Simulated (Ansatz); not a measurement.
# C2H8SSn: atomisation energy, by script

How much energy holds C2H8SSn together? A script is to give an atomisation energy; the system is C2H8SSn. SMILES: C[S][SnH2][CH3].

All numbers are computed with Ansatz 0.2.0 through its Python package. Level of theory: r2SCAN+D3(BJ)/def2-SVP.

## (1) The structure

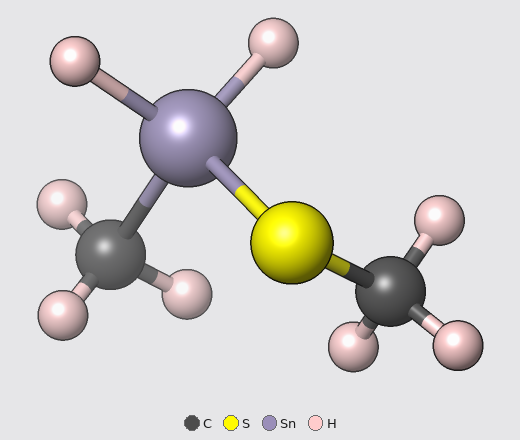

The structure that the script starts from, seen from a chosen angle (carbon dark grey, sulfur yellow, tin purple, hydrogen pink).

No structure file is read: the coordinates are typed or built in the script.

## (2) The code

File tae.py:

```python
"""Energy to split C2H8SSn into its atoms."""

from collections import Counter

import ansatz as az


def energy_of(molecule, charge=0, unpaired=0):
    calc = (
        molecule.calculation()
        .basis(gaussian="def2-SVP")
        .functional("r2scan", dispersion="d3bj")
    )
    if charge:
        calc = calc.charge(charge)
    if unpaired:
        calc = calc.spin("collinear", total=unpaired)
    report = calc.run(threads=1).report
    if report["published_state_doubts"]:
        print("  doubts:", report["published_state_doubts"])
    return report["free_energy_ev"]

GEOMETRY = """
C    -1.26250    1.54650   -0.40530
S     0.08540    1.93370    0.68760
Sn    0.46650   -0.40270    1.12940
C     1.15040   -1.38350   -0.67160
H    -0.96560    0.99060   -1.30690
H    -2.09940    1.05040    0.12950
H    -1.70620    2.55350   -0.77490
H    -0.92130   -1.12410    1.76260
H     1.79090   -0.53520    2.36200
H     1.96740   -0.88690   -1.07390
H     0.22940   -1.35250   -1.37380
H     1.34190   -2.44510   -0.43070
"""


def main() -> None:
    molecule = az.Crystal.molecule()
    for line in GEOMETRY.strip().splitlines():
        symbol, *xyz = line.split()
        molecule = molecule.atom(symbol, [float(v) for v in xyz])

    # Hund ground states
    unpaired = {"C": 2, "S": 2, "Sn": 2, "H": 1}
    counts = Counter(site.symbol for site in molecule.cartesian_sites)
    atom_energy = {s: energy_of(az.Crystal.molecule().atom(s, (0, 0, 0)), 0, unpaired[s]) for s in counts}
    whole = energy_of(molecule, 0, 0)
    for s, e in atom_energy.items():
        print(f"{s:2s} x{counts[s]}  {e:14.5f} eV")
    print(f"C2H8SSn: {whole:.5f} eV")
    split = sum(counts[s] * e for s, e in atom_energy.items()) - whole
    print(f"atomisation energy (no zero-point term): {split:.3f} eV, {split / sum(counts.values()):.3f} eV an atom")


if __name__ == "__main__":
    main()
```

## (3) The input behind the calls

The engine receives this input (first run):

```yaml
crystal:
  periodic: [false, false, false]
  atoms:
    - { symbol: C, position_ang: [0.0, 0.0, 0.0] }
basis:
  gaussian:
    orbitals: def2-SVP
hamiltonian:
  xc: r2scan
  dispersion: d3bj
magnetization:
  spin_polarized: true
  initial_magnetization: 2.0
```

## (4) Launch

Launch:

```console
$ python tae.py
```

Output:

```text
DeckWarning: the engine holds no damping parameters fitted to this dispersion correction and functional, so the run takes those fitted to r2scan beside the three-body term, which d3bj leaves out (hamiltonian.dispersion, under Limitations)
C  x2     -1028.24726 eV
S  x1    -10828.75057 eV
Sn x1     -5832.10669 eV
H  x8       -13.58417 eV
C2H8SSn: -18866.09861 eV
atomisation energy (no zero-point term): 40.073 eV, 3.339 eV an atom
```

(Warnings from the package without file and line.)

Run time: 8.1 s. Hardware: 1 thread of Intel Xeon Platinum 8488C (Sapphire Rapids), shared host; peak memory 0.24 GiB.

## (5) Inputs of later runs

The engine's inputs for some of the other runs:

Run 2, against run 1:

```diff
@@ -4 +4 @@
-    - { symbol: C, position_ang: [0.0, 0.0, 0.0] }
+    - { symbol: S, position_ang: [0.0, 0.0, 0.0] }
```

Run 3, against run 1:

```diff
@@ -4 +4 @@
-    - { symbol: C, position_ang: [0.0, 0.0, 0.0] }
+    - { symbol: Sn, position_ang: [0.0, 0.0, 0.0] }
```

Run 4, against run 1:

```diff
@@ -4 +4 @@
-    - { symbol: C, position_ang: [0.0, 0.0, 0.0] }
+    - { symbol: H, position_ang: [0.0, 0.0, 0.0] }
@@ -13 +13 @@
-  initial_magnetization: 2.0
+  initial_magnetization: 1.0
```

Lines on the test bed's own set-up are left out of the output.

## (6) The engine's runs

The 5 runs, in the order started:

| run | system | unpaired or total moment | energy (eV) | <S²> | SCF cycles | CPU time (s) |
| --- | --- | --- | --- | --- | --- | --- |
| 1 | C | 2 | -1028.2473 | 2.00 | 27 | 0.4 |
| 2 | S | 2 | -10828.7506 | 2.00 | 66 | 1.4 |
| 3 | Sn | 2 | -5832.1067 | 2.00 | 31 | 1.2 |
| 4 | H | 1 | -13.5842 | 0.75 | 5 | 0.16 |
| 5 | C2H8SSn | not set | -18866.0986 | 0.00 | 18 | 4.5 |

Totals carry meaning only in balanced differences at one level of theory.

## (7) Summary of results

| quantity | value |
| --- | --- |
| atomisation energy, no zero point | 40.073 eV |
| runs compared | 5 |

In words: Zero-point motion and spin-orbit terms of the atoms are left out, and both would lower it. 40.073 eV from the electronic energies, without the zero-point term. Reading the output:
- The geometry is a force-field or estimated start, not a minimum of this method, and the basis set is short of its limit. All parts are taken at fixed geometry, without zero-point energy.
- def2 sets replace the cores of elements past krypton by effective core potentials.
- The spin-orbit lowering of heavy atoms is left out.
- A dispersion term here runs with damping parameters fitted for another variant or functional.
